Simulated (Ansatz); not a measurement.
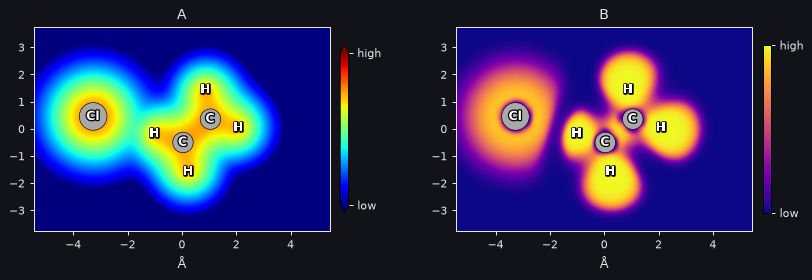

Cl···C2H4 (SMILES [Cl-].C=C) (charge −1): 2 fields on the molecular plane, with unlabelled colour scales. Grey discs cover the atomic cores.

Geometry: rigid move from PBE0-D4/def2-TZVP.

Level of theory: Ansatz 0.2.0, RKS PBE0-D4/def2-TZVPPD.

```xyz
7

Cl   -0.0454   -0.0296   -3.4041
C    -0.2492    0.4286    0.8842
C     0.2603   -0.4198    0.0020
H    -0.7999    1.3068    0.5597
H    -0.1415    0.2875    1.9572
H     0.8103   -1.2960    0.3395
H     0.1554   -0.2839   -1.0791
```

The panels show electron density and electron localisation function in some order. Assign them.

Panel A: electron density. Panel B: electron localisation function. From the grid: Cl1···H7 (2.35 Å): the density falls to about 0.14 e/Å³ on the way; the ELF dips to about 0.10 between them. C–C (1.33 Å): ρ at the midpoint is about 2.4 e/Å³; the ELF peaks at about 0.95 between the atoms (a short, multiple covalent bond).
